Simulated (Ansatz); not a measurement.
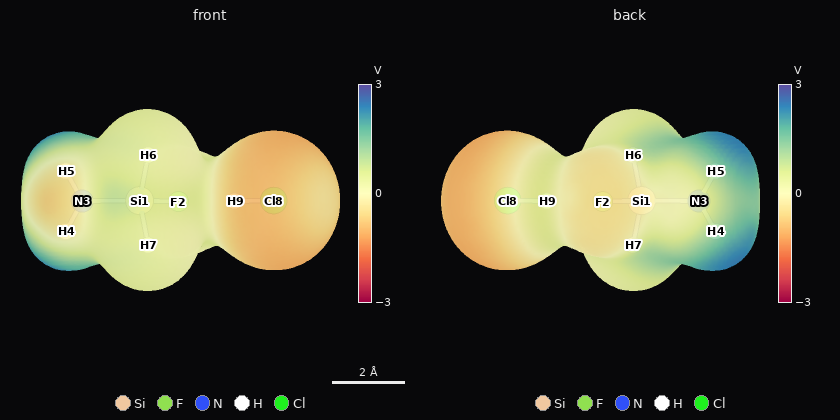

The picture shows: FH4NSi···HCl. The electrostatic potential painted on the density surface at 0.002 e/bohr³, seen from the front and from behind; the colour scale runs from red (negative) to blue (positive).

Level of theory: Ansatz 0.2.0, RKS LDA/6-31G*.

The calculation's input:

```
crystal:
  periodic: [false, false, false]
  atoms:
    - { symbol: Si, position_ang: [0.223076, 0.00165, -0.030528] }
    - { symbol: F, position_ang: [0.260562, 0.001576, 1.580831] }
    - { symbol: "N", position_ang: [1.765778, -0.00045, -0.750566] }
    - { symbol: H, position_ang: [2.333555, -0.847777, -0.801227] }
    - { symbol: H, position_ang: [2.334904, 0.845858, -0.802915] }
    - { symbol: H, position_ang: [-0.450356, 1.267862, -0.444685] }
    - { symbol: H, position_ang: [-0.453236, -1.263357, -0.444023] }
    - { symbol: Cl, position_ang: [-2.89513, 0.000748, 1.153202] }
    - { symbol: H, position_ang: [-1.818852, -0.00611, 1.951512] }
basis:
  gaussian: { orbitals: "6-31G*" }
hamiltonian:
  xc: lda
relax:
  f_tol: 0.03
  max_steps: 50
output:
  orbitals: {}
```

Run with:

```sh
ansatz run input.yaml --threads 1 --pin off --max-ram 2048MiB --backend cpu --events-out ev --progress --plain --runs-dir out
```

The fields are those of the run's last geometry, not of the input's.

Question: Where is the surface potential most negative and most positive?

Answer: The most negative region (about −1.1 V) lies over Cl8, the most positive (about +2.4 V) over H4 and H5.
